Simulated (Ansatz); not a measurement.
# CH5AlOS: rigid scan of one bond length in Python

How does the energy of CH5AlOS change as one bond is stretched? The task is a rigid scan of one bond length, for CH5AlOS. SMILES: [CH3][Al]([OH])[SH].

Program: the Python package of Ansatz 0.2.0. Level of theory: r2SCAN/6-31G*. These are calculated values, not measurements.

## (1) The structure

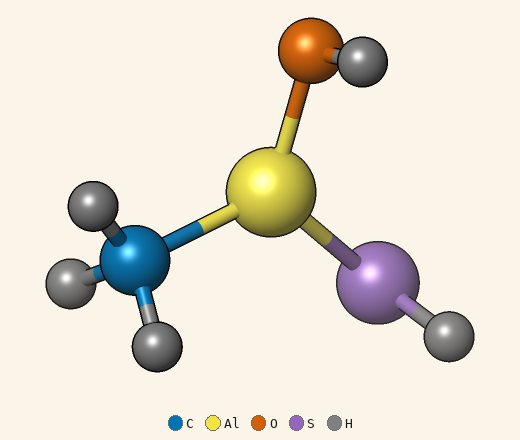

The structure that the script starts from, seen from a chosen angle (carbon blue, aluminium yellow, oxygen orange, sulfur purple, hydrogen grey).

No structure file is read: the coordinates are typed or built in the script.

## (2) The code

The input, ch5alos_scan.py:

```python
"""Potential curve of CH5AlOS along one bond."""

import ansatz as az
import matplotlib.pyplot as plt
import numpy as np

BASIS = "6-31G*"
XC = "r2scan"

GEOMETRY = """
C    -0.00440    0.74550   -1.23680
Al   -0.06930   -0.57180    0.20450
O     1.33710   -1.68760    0.41270
S    -1.77370   -0.70960    1.59320
H    -0.90640    0.60160   -1.94870
H    -0.14100    1.81970   -0.80750
H     0.92380    0.71730   -1.81260
H     2.00590   -1.18690    1.04270
H    -1.28360    0.22550    2.53540
"""


def main() -> None:
    molecule = az.Crystal.molecule()
    for line in GEOMETRY.strip().splitlines():
        symbol, *xyz = line.split()
        molecule = molecule.atom(symbol, [float(v) for v in xyz])

    symbols = [site.symbol for site in molecule.cartesian_sites]
    start = np.array([site.position_ang for site in molecule.cartesian_sites])
    axis = (start[7] - start[2]) / np.linalg.norm(start[7] - start[2])
    moving = [7]
    lengths, energies = [0.921, 0.963, 1.005, 1.046, 1.088, 1.13, 1.172, 1.235], []
    for length in lengths:
        xyz = start.copy()
        xyz[moving] += (length - np.linalg.norm(start[7] - start[2])) * axis
        point = az.Crystal.molecule()
        for symbol, xyz in zip(symbols, xyz):
            point = point.atom(symbol, xyz.tolist())
        calc = point.calculation().basis(gaussian=BASIS).functional(XC)
        summary = calc.run().report
        energies.append(summary["free_energy_ev"])
        print(f"r = {length:6.3f} A  E = {energies[-1]:.5f} eV  <S^2> = {abs(summary['mean_field']['state']['spin_squared']):.3f}")

    # quartic fit about the minimum
    fit = np.polynomial.Polynomial.fit(lengths, np.array(energies) - min(energies), 4).convert()
    roots = [r.real for r in fit.deriv().roots() if abs(r.imag) < 1e-9 and fit.deriv(2)(r.real) > 0]
    r_e = min(roots, key=lambda r: abs(r - lengths[int(np.argmin(energies))]))
    print(f"minimum of the fit at {r_e:.4f} A, force constant {fit.deriv(2)(r_e):.2f} eV/A^2")
    plt.figure(figsize=(4.5, 3))
    plt.plot(lengths, np.array(energies) - min(energies), "o-")
    plt.xlabel("bond length (A)")
    plt.ylabel("E - E(min) (eV)")
    plt.tight_layout()
    plt.savefig("scan.png", dpi=100)


if __name__ == "__main__":
    main()
```

## (3) The calls as engine input

The engine receives this input (first run):

```yaml
crystal:
  periodic: [false, false, false]
  atoms:
    - { symbol: C, position_ang: [-0.0044, 0.7455, -1.2368] }
    - { symbol: Al, position_ang: [-0.0693, -0.5718, 0.2045] }
    - { symbol: O, position_ang: [1.3371, -1.6876, 0.4127] }
    - { symbol: S, position_ang: [-1.7737, -0.7096, 1.5932] }
    - { symbol: H, position_ang: [-0.9064, 0.6016, -1.9487] }
    - { symbol: H, position_ang: [-0.141, 1.8197, -0.8075] }
    - { symbol: H, position_ang: [0.9238, 0.7173, -1.8126] }
    - { symbol: H, position_ang: [1.9257672441781313, -1.2468917327153255, 0.9672160942467445] }
    - { symbol: H, position_ang: [-1.2836, 0.2255, 2.5354] }
basis:
  gaussian:
    orbitals: "6-31G*"
hamiltonian:
  xc: r2scan
```

## (4) The run

The run is started by

```
> python ch5alos_scan.py
```

**Question.** What results will this script give? Wanted: range of energy; lowest point, distance.

**Answer**, as computed:

```
                        quantity     value
bond length at the fit's minimum  0.9716 Å
                   runs compared         8
                 range of energy  0.975 eV
      lowest point, distance (Å)      0.96
```

What this shows: The lowest point, at 0.96, lies inside the range. The ends stand 0.0682 and 0.975 eV above it. The distance scanned is the script's pair 2, 7. Total energies depend on the basis set; only differences at equal settings carry meaning. The rest of the molecule is held rigid at a force-field or estimated start geometry, and the basis set is modest; single-reference methods fail as a bond breaks.
